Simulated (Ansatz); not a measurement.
Profile along the Zr–O line in BaZrO3 (cubic perovskite)

BaZrO3 (cubic perovskite)

Space group Pm-3m (No. 221); a = 4.2272 Å, b = 4.2272 Å, c = 4.2272 Å, α = 90.00°, β = 90.00°, γ = 90.00°

| atom | site | symmetry | x | y | z |
|---|---|---|---|---|---|
| Ba | 1a | m-3m | 0.0000 | 0.0000 | 0.0000 |
| Zr | 1b | m-3m | 0.5000 | 0.5000 | 0.5000 |
| O | 3c | 4/mm.m | 0.0000 | 0.5000 | 0.5000 |

Fields along a shortest Zr–O line of a {110} plane (2.11 Å), from Zr to O, interpolated on the slice's grid (step about 0.2 Å). Method: PBE (plane waves to 420 eV, PAW, scalar-relativistic; Ansatz, a quantum-chemistry and plane-wave program). k mesh 8×8×8. Near the nuclei the fields are pseudised (PAW); where an atom keeps semicore shells as valence, they peak there. BaZrO3 is run without spin polarisation. BaZrO3 was relaxed with its symmetry unable to fall.

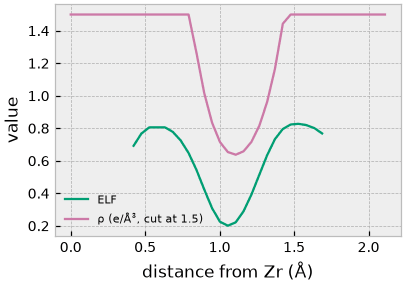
Fig. 1. ELF (away from the nuclei) and valence density from Zr to O.

Density on the Zr–O line (2.11 Å) at its density minimum, 1.1 Å from Zr: 0.64 e/Å³. ELF at that point: 0.2.
